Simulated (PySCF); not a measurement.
## What a change does: NMR shielding calculation on C3H2F2NO3S

System: C3H2F2NO3S, charge −1, SMILES N#C[C@H](C(F)F)S(=O)(=O)[O-].
Method of run A: GIAO PBE0/pcSseg-1 NMR shielding, non-relativistic, gas phase (PySCF 2.14.0).

The geometry comes from this level: GFN2-xTB, MD frame at 250 fs, 300 K. Text and figures count atoms from 1; the logs count them from 0 in places.

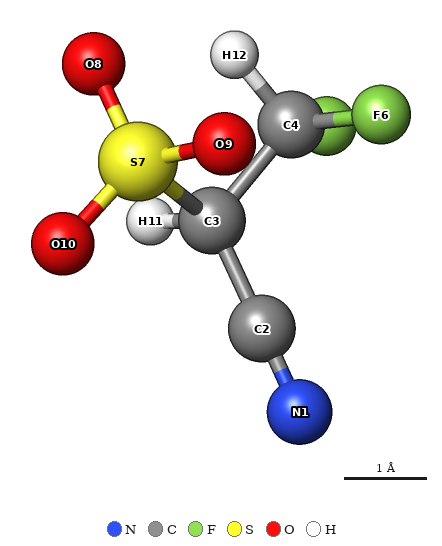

Figure 1. The input geometry (ball-and-stick view, seen at a tilt; atoms are numbered from 1 in the order of the input).

**The input, run A**
```
{"job": {"kind": "nmr", "xc": "PBE0", "basis": "pcSseg-1", "pop": false}, "charge": -1, "multiplicity": 1}
N     -0.133100     3.007900     0.366600
C     -0.220900     1.905400     0.126500
C     -0.371400     0.480000    -0.225400
C     -1.409800    -0.337800     0.606900
F     -2.637100    -0.084400     0.260500
F     -1.342400    -0.211200     1.982300
S      1.158000    -0.609200     0.024000
O      0.632200    -1.853100    -0.549900
O      1.331300    -0.596500     1.456400
O      2.187600     0.055600    -0.694500
H     -0.625600     0.341900    -1.284600
H     -1.084000    -1.375600     0.320600
```

The first line tells a small driver script what to run in PySCF; the rest is the geometry in Å.

Command:
```bash
OMP_NUM_THREADS=1 python <driver script> task.json out
```

Hardware: 1 CPU thread, shared host.

**Output (run A)**
```
coarse grid: 12616 points
cycle   1  E = -992.4915555881  dE =  2.460e+00  |g| = 1.502e+00  |ddm| = 3.699e+00
cycle   2  E = -991.5652172786  dE =  9.263e-01  |g| = 2.707e+00  |ddm| = 3.446e+00
cycle   3  E = -992.8631327332  dE = -1.298e+00  |g| = 3.386e-01  |ddm| = 2.548e+00
cycle   4  E = -992.8822851723  dE = -1.915e-02  |g| = 1.727e-01  |ddm| = 3.395e-01
cycle   5  E = -992.8880176021  dE = -5.732e-03  |g| = 4.846e-02  |ddm| = 1.343e-01
cycle   6  E = -992.8885040098  dE = -4.864e-04  |g| = 8.038e-03  |ddm| = 4.091e-02
cycle   7  E = -992.8885167199  dE = -1.271e-05  |g| = 2.457e-03  |ddm| = 7.614e-03
cycle   8  E = -992.8885175967  dE = -8.768e-07  |g| = 1.202e-03  |ddm| = 2.807e-03
final grid: 123944 points
cycle   9  E = -992.9927532112  dE = -3.391e-05  |g| = 1.146e-02  |ddm| = 2.815e-02
cycle  10  E = -992.9927228936  dE =  3.032e-05  |g| = 1.719e-02  |ddm| = 2.509e-02
cycle  11  E = -992.9927772363  dE = -5.434e-05  |g| = 2.087e-03  |ddm| = 1.522e-02
cycle  12  E = -992.9927780025  dE = -7.662e-07  |g| = 6.357e-04  |ddm| = 1.982e-03
cycle  13  E = -992.9927780713  dE = -6.876e-08  |g| = 2.497e-04  |ddm| = 5.382e-04
cycle  14  E = -992.9927780838  dE = -1.249e-08  |g| = 6.327e-05  |ddm| = 2.050e-04
cycle  15  E = -992.9927780844  dE = -6.262e-10  |g| = 2.983e-05  |ddm| = 6.541e-05
converged SCF energy = -992.9927780844

GIAO shielding tensors (ppm)
atom      isotropic    diamagn.    paramagn.     s11        s22        s33       span
  0 N      -23.425     342.697    -366.122   -190.228   -176.298    296.253    486.481
  1 C       66.630     258.989    -192.358    -46.282    -41.064    287.237    333.518
  2 C      125.404     259.119    -133.715    109.947    120.644    145.622     35.675
  3 C       61.250     242.800    -181.550     47.794     62.763     73.194     25.400
  4 F      321.850     471.067    -149.218    230.822    315.433    419.294    188.473
  5 F      305.547     473.493    -167.946    187.543    347.767    381.332    193.789
  6 S      193.441    1050.507    -857.066     60.643    239.950    279.729    219.086
  7 O       87.129     403.800    -316.672      3.564     87.605    170.217    166.653
  8 O       86.531     402.566    -316.035     36.981     90.141    132.470     95.489
  9 O      112.638     401.036    -288.398     68.926    113.145    155.842     86.916
 10 H       28.476      32.725      -4.249     26.521     28.502     30.404      3.883
 11 H       23.170      28.859      -5.689     18.431     22.540     28.540     10.109
```

The input of run B differs as follows (lines with − go, lines with + come):
```diff
-N     -0.133100     3.007900     0.366600
-C     -0.220900     1.905400     0.126500
-C     -0.371400     0.480000    -0.225400
-C     -1.409800    -0.337800     0.606900
-F     -2.637100    -0.084400     0.260500
-F     -1.342400    -0.211200     1.982300
-S      1.158000    -0.609200     0.024000
-O      0.632200    -1.853100    -0.549900
-O      1.331300    -0.596500     1.456400
-O      2.187600     0.055600    -0.694500
-H     -0.625600     0.341900    -1.284600
-H     -1.084000    -1.375600     0.320600
+N      0.115000     2.493200     0.884100
+C     -0.068500     1.485900     0.419000
+C     -0.408200     0.250800    -0.031300
+C     -1.630200    -0.291800     0.712600
+F     -2.791400     0.135600     0.140900
+F     -1.767400    -0.060400     2.063200
+S      1.128900    -0.940700    -0.020400
+O      0.400900    -2.113300    -0.459500
+O      1.851100    -0.908100     1.227000
+O      1.925300    -0.334500    -1.140200
+H     -0.697400     0.113900    -1.076600
+H     -1.691000    -1.414000     0.504500
```

Predict how the results change.

With the same method and basis, run B lies 2.6 kcal/mol higher. The HOMO goes from −3.24 to −3.14 eV. The LUMO goes from 4.10 to 3.78 eV. Of all shieldings, the largest change is that of O10, by −79.5 ppm. The number of SCF iterations is the same.

**Output (run B)**
```
coarse grid: 12616 points
cycle   1  E = -992.4711027064  dE =  2.384e+00  |g| = 1.521e+00  |ddm| = 3.709e+00
cycle   2  E = -991.3723078667  dE =  1.099e+00  |g| = 2.875e+00  |ddm| = 3.886e+00
cycle   3  E = -992.8570289009  dE = -1.485e+00  |g| = 3.516e-01  |ddm| = 2.977e+00
cycle   4  E = -992.8771348223  dE = -2.011e-02  |g| = 1.854e-01  |ddm| = 3.912e-01
cycle   5  E = -992.8835153580  dE = -6.381e-03  |g| = 5.555e-02  |ddm| = 1.579e-01
cycle   6  E = -992.8841500151  dE = -6.347e-04  |g| = 1.236e-02  |ddm| = 5.240e-02
cycle   7  E = -992.8841746110  dE = -2.460e-05  |g| = 5.196e-03  |ddm| = 1.226e-02
cycle   8  E = -992.8841793437  dE = -4.733e-06  |g| = 1.423e-03  |ddm| = 5.082e-03
final grid: 123944 points
cycle   9  E = -992.9886517052  dE = -2.993e-05  |g| = 1.185e-02  |ddm| = 2.656e-02
cycle  10  E = -992.9886131960  dE =  3.851e-05  |g| = 1.851e-02  |ddm| = 2.731e-02
cycle  11  E = -992.9886776891  dE = -6.449e-05  |g| = 2.297e-03  |ddm| = 1.707e-02
cycle  12  E = -992.9886786525  dE = -9.635e-07  |g| = 7.435e-04  |ddm| = 2.261e-03
cycle  13  E = -992.9886787549  dE = -1.024e-07  |g| = 2.376e-04  |ddm| = 6.278e-04
cycle  14  E = -992.9886787663  dE = -1.141e-08  |g| = 5.021e-05  |ddm| = 2.090e-04
cycle  15  E = -992.9886787668  dE = -4.441e-10  |g| = 1.924e-05  |ddm| = 4.731e-05
converged SCF energy = -992.9886787668

GIAO shielding tensors (ppm)
atom      isotropic    diamagn.    paramagn.     s11        s22        s33       span
  0 N      -23.099     343.846    -366.945   -183.284   -157.731    271.718    455.002
  1 C       69.364     258.565    -189.201    -42.423    -38.796    289.310    331.733
  2 C      128.541     257.433    -128.892    104.102    125.896    155.625     51.523
  3 C       57.270     240.168    -182.898     40.419     60.579     70.812     30.394
  4 F      297.453     472.694    -175.242    166.082    325.870    400.405    234.323
  5 F      310.389     472.082    -161.692    203.049    341.145    386.974    183.925
  6 S      165.585    1049.486    -883.901     36.166    206.017    254.572    218.406
  7 O       79.959     402.993    -323.034     16.654     81.795    141.428    124.774
  8 O       78.018     400.405    -322.387      4.540     88.243    141.270    136.729
  9 O       33.144     402.503    -369.359    -56.735     19.587    136.581    193.317
 10 H       28.206      33.177      -4.971     25.971     28.837     29.812      3.841
 11 H       24.205      28.278      -4.072     21.217     24.181     27.218      6.001
```

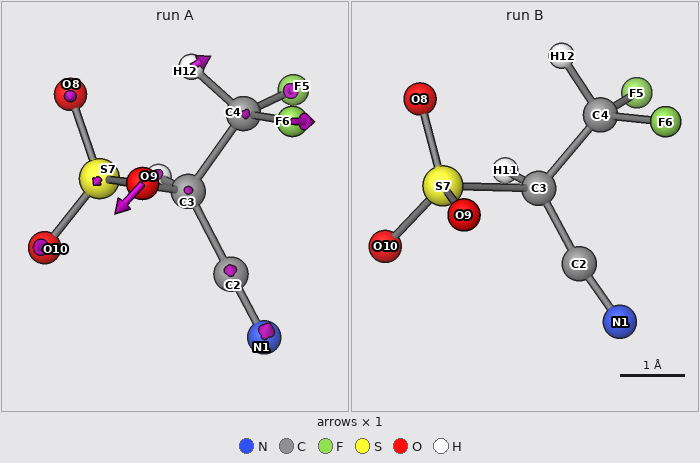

Figure 2. The two input geometries at one scale (ball-and-stick view, seen at a tilt). The pink arrows on the first give the shifts of the atoms after the best rigid fit, at true length. The largest move after the best rigid fit is that of O9, 0.69 Å. Largest moves by element: O 0.69 Å, F 0.50 Å, N 0.41 Å, H 0.37 Å, C 0.25 Å, S 0.17 Å. Among the contacts that change: C2–C3 1.476 → 1.358 Å, S7–O10 1.421 → 1.502 Å, C4–F5 1.300 → 1.363 Å, C3–S7 1.894 → 1.945 Å.

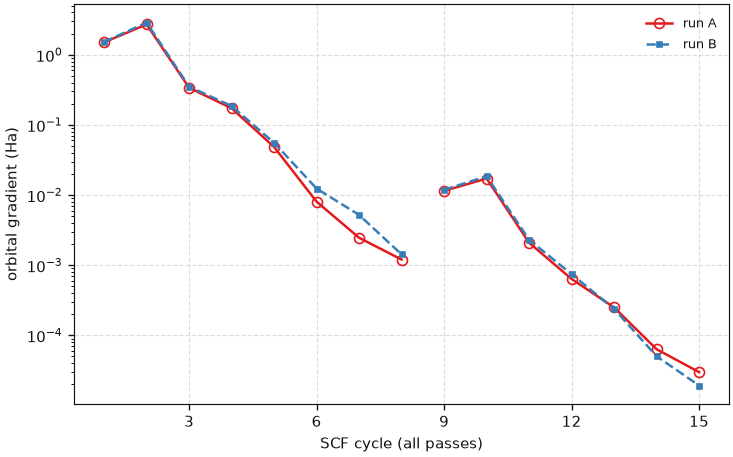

Figure 3. Convergence of the two runs: orbital gradient against the SCF cycle. A break in a curve parts two SCF passes (coarse and final grid). Run A takes 15 cycles in all, and run B takes 15.

**The two runs side by side**

```csv
quantity,run A,run B
outcome,converged,converged
total energy (hartree),−992.992778,−992.988679
HOMO (eV),−3.24,−3.14
LUMO (eV),4.10,3.78
shielding of C4 (ppm),61.3,57.3
shielding of F5 (ppm),321.8,297.5
shielding of F6 (ppm),305.5,310.4
shielding of S7 (ppm),193.4,165.6
shielding of O8 (ppm),87.1,80.0
shielding of O9 (ppm),86.5,78.0
shielding of O10 (ppm),112.6,33.1
SCF iterations,15,15
basis functions,187,187
wall time (shared host),26 s,23 s
```
